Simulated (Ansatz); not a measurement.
# C$_{3}$H$_{3}$AlN$_{2}$ (SMILES [CH3][Al]([C]#N)[C]#N): what the fields show

Input

```
crystal:
  periodic: [false, false, false]
  atoms:
    - {symbol: C, position_ang: [-1.005639, -0.788550, 0.841580]}
    - {symbol: Al, position_ang: [0.275468, 0.180727, -0.212288]}
    - {symbol: C, position_ang: [2.003902, -0.514704, -0.701182]}
    - {symbol: N, position_ang: [3.029152, -0.969374, -0.971443]}
    - {symbol: C, position_ang: [-0.067080, 1.954798, -0.880722]}
    - {symbol: N, position_ang: [-0.312642, 3.015809, -1.261298]}
    - {symbol: H, position_ang: [-0.635443, -1.770883, 1.140368]}
    - {symbol: H, position_ang: [-1.936388, -0.926786, 0.282781]}
    - {symbol: H, position_ang: [-1.262929, -0.227335, 1.745102]}
basis:
  gaussian: {orbitals: def2-TZVPP}
hamiltonian: {xc: pbe0, dispersion: d4}
output: {orbitals: {seedname: orbitals}}
```

Command:

```sh
ansatz run in.yaml --threads 4 --pin off --events-out ev --progress --plain --max-ram 10444MiB
```

Geometry: PBE0-D4/def2-TZVP.

All numbers below come from RKS PBE0-D4/def2-TZVPP (Ansatz 0.2.0).

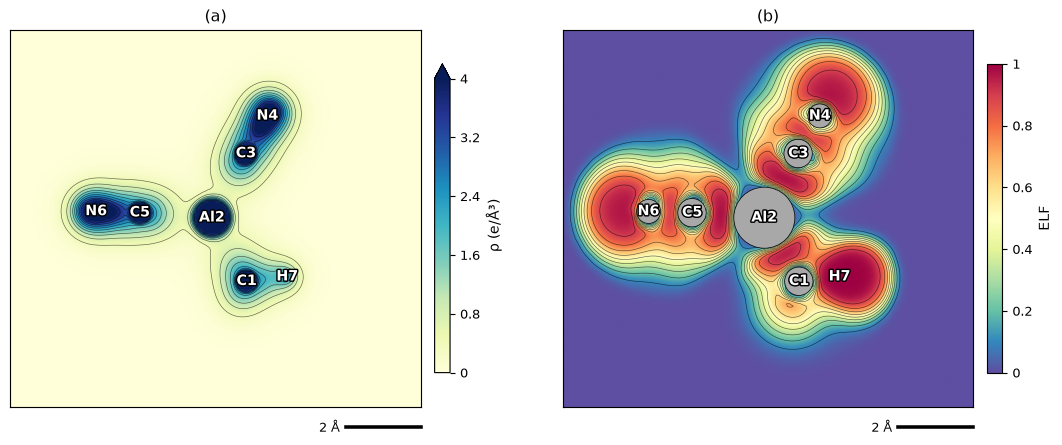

Figure 1. (a) total electron density; (b) electron localisation function on the plane of atoms C1, Al2 and C3. Grey discs cover the atomic cores in the ELF map.

> What does the map show?

The plane passes through C, Al, N and H nuclei. C–N (1.15 Å): ρ at the midpoint is about 3.8 e/Å³; the ELF peaks at about 0.90 between the atoms; a multiple bond. C–Al (1.92 Å): ρ is about 0.76 e/Å³ halfway; the ELF peaks at about 0.95 between the atoms: a shared but strongly polarised pair. C–H (1.09 Å): ρ at the midpoint is about 2 e/Å³; the ELF climbs to about 1 towards the hydrogen, as it does in any bond to H; a covalent bond by its length. The ELF also peaks beside N6 and N4, away from the bonds: lone-pair regions.

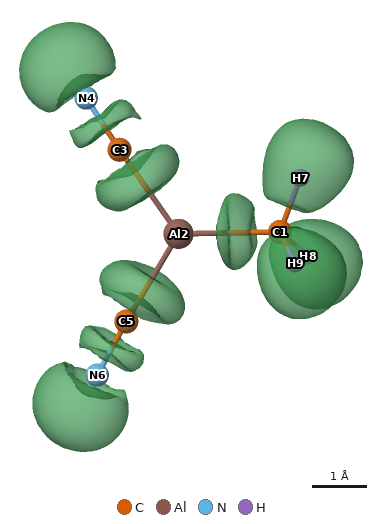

Figure 2. Isosurface of the ELF at 0.8 (green), seen across its widest extent. Core shells and regions of very low density are left out.

> Identify the bonds, lone pairs and shells in this picture.

The surface consists of one region between bonded Al–C atoms (shared pairs), two regions between bonded C–N atoms (shared pairs), three regions around hydrogen nuclei, two lobes of the valence shell of C pointing towards Al (polar bonds) and two lobes on N, pointing away from the bonds (lone pairs).

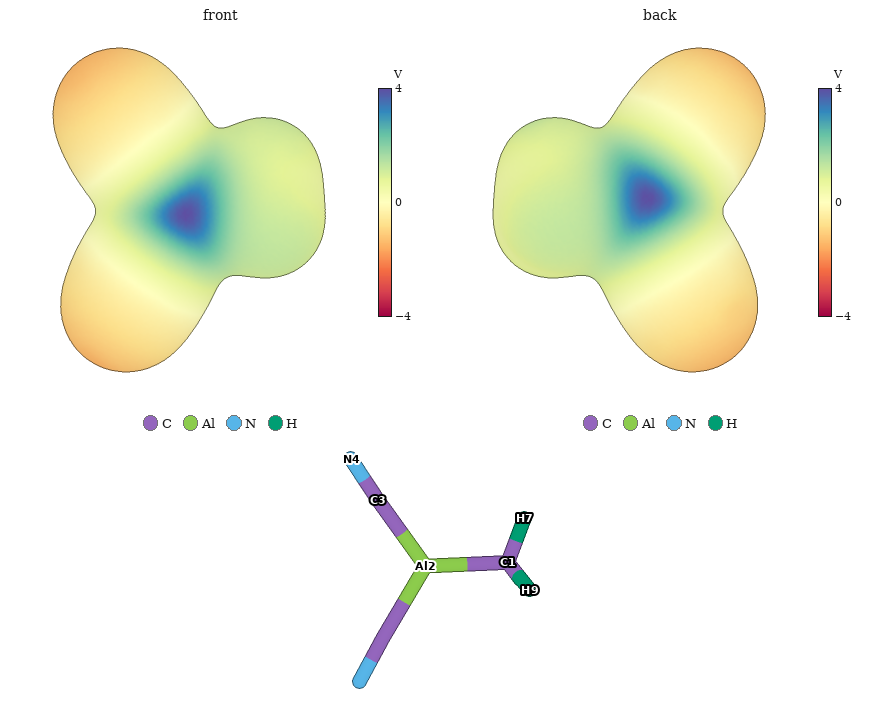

Figure 3. The molecular electrostatic potential painted on the density surface at 0.001 e/bohr³, seen from the front and from behind; the colour scale runs from red (negative) to blue (positive). The bare structure is drawn below in the same view.

> Describe the electrostatic potential map.

The most negative region (about −1.4 V) lies over N4 and N6, the most positive (about +3.9 V) over Al2.
